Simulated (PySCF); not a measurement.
**GeSiH4Cl2 (SMILES Cl[SiH](Cl)[GeH3]): MP2/ccECP-cc-pVTZ (core potential)**

Aim: the vertical ionisation energy of GeSiH4Cl2 at MP2/ccECP-cc-pVTZ (core potential), from 2 runs. 

Program for the calculation: PySCF 2.14.0.

## Step 1: The system as given

GeSiH4Cl2: 8 atoms, total charge 0, spin state singlet. As SMILES, `Cl[SiH](Cl)[GeH3]`. Geometry: relaxed at PBE0-D4/def2-TZVP.

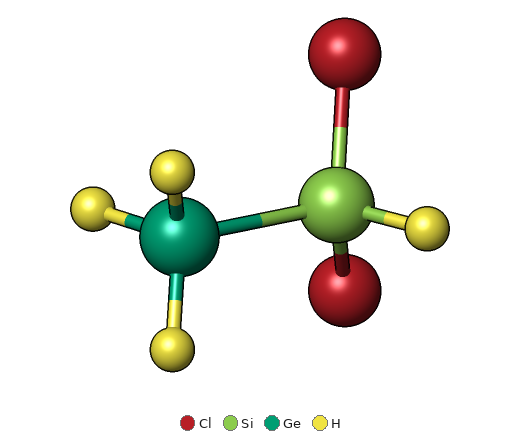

The structure, seen from a chosen angle (chlorine red, silicon green, germanium teal, hydrogen yellow).

## Step 2: The energy at MP2/ccECP-cc-pVTZ (core potential)

input.py reads:

```python
# Cl[SiH](Cl)[GeH3]
from pyscf import gto, mp

system = gto.M(
    atom=[
    ('Cl', (1.525200, -1.984400, 0.818400)),
    ('Si', (1.095000, -0.039700, 0.326100)),
    ('Cl', (2.242600, 0.517000, -1.281100)),
    ('Ge', (-1.201900, 0.135100, -0.252900)),
    ('H', (1.509200, 0.802400, 1.471000)),
    ('H', (-1.526800, 1.586500, -0.635400)),
    ('H', (-1.482200, -0.788800, -1.444900)),
    ('H', (-2.068800, -0.285200, 0.943000)),
],
    ecp={'Cl': 'ccecp', 'Si': 'ccecp', 'Ge': 'ccecp', 'H': 'ccecp'},
    max_memory=1860,
    verbose=3,
    charge=0,
    basis='ccecp-cc-pvtz',
)

hf = system.RHF()
hf.conv_tol = 1e-10
hf.kernel()
if not hf.converged:
    hf = hf.newton().run(hf.mo_coeff, hf.mo_occ)

pt = mp.MP2(hf).run()
energy = pt.e_tot
print('E(%s) = %.9f' % ('MP2', energy))
```

On the command line:

```
$ OMP_NUM_THREADS=1 python input.py
```

What it wrote:

```text
converged SCF energy = -39.371897788605
E(RMP2) = -40.006416284883  E_corr = -0.634518496278026
E(SCS-RMP2) = -40.0125298326042  E_corr = -0.640632043999209
E(MP2) = -40.006416285
```

It took 26 s on 1 thread of Arm Neoverse V1, shared host; peak memory 1.2 GiB.

## Step 3: The doublet cation at the same level

run.py reads:

```python
from pyscf import gto, mp

mol = gto.Mole()
mol.atom = '''
Cl     1.525200    -1.984400     0.818400
Si     1.095000    -0.039700     0.326100
Cl     2.242600     0.517000    -1.281100
Ge    -1.201900     0.135100    -0.252900
H      1.509200     0.802400     1.471000
H     -1.526800     1.586500    -0.635400
H     -1.482200    -0.788800    -1.444900
H     -2.068800    -0.285200     0.943000
'''
mol.basis = 'ccecp-cc-pvtz'
mol.verbose = 3
mol.spin = 1
mol.ecp = 'ccecp'
mol.max_memory = 1860
mol.charge = 1
mol.build()

calc0 = mol.UHF()
calc0.conv_tol = 1e-10
calc0.kernel()
if not calc0.converged:
    calc0 = calc0.newton().run(calc0.mo_coeff, calc0.mo_occ)

pt = mp.MP2(calc0).run()
energy = pt.e_tot
print('Final energy', energy)
```

On the command line:

```
$ OMP_NUM_THREADS=1 python run.py
```

What it wrote:

```text
converged SCF energy = -39.0090362721348  <S^2> = 0.7674468  2S+1 = 2.0173714
E(UMP2) = -39.6250585644712  E_corr = -0.616022292336376
E(SCS-UMP2) = -39.6303183447846  E_corr = -0.621282072649824
Final energy -39.62505856447118
```

Run time: 2.2 min. Hardware: 1 thread of Arm Neoverse V1, shared host; peak memory 1.8 GiB.

## Step 4: Results

Level: MP2/ccECP-cc-pVTZ (core potential).

| quantity | value |
| --- | --- |
| singlet GeSiH4Cl2: total energy | -40.00642 Eh |
| singlet GeSiH4Cl2: dipole moment (Hartree–Fock density) | 1.65 D |
| singlet GeSiH4Cl2: HOMO energy (Hartree–Fock orbitals) | -10.90 eV |
| singlet GeSiH4Cl2: LUMO energy (Hartree–Fock orbitals) | 2.47 eV |
| singlet GeSiH4Cl2: HOMO–LUMO gap (Hartree–Fock orbitals) | 13.37 eV |
| singlet GeSiH4Cl2: correlation energy | -634.5 mEh |
| doublet cation: total energy | -39.62506 Eh |
| doublet cation: HOMO energy (Hartree–Fock orbitals) (highest over α and β) | -17.38 eV |
| doublet cation: LUMO energy (Hartree–Fock orbitals) (lowest over α and β) | -8.80 eV |
| doublet cation: correlation energy | -616.0 mEh |
| doublet cation: ⟨S²⟩ of the reference determinant | 0.767 |
| vertical ionisation energy (to the doublet cation) | 10.377 eV |

What this shows: The vertical ionisation energy comes to 10.38 eV (239 kcal/mol). Mulliken charges (singlet GeSiH4Cl2) of the mean-field density run from -0.28 on Cl3 to +0.52 on Si2.
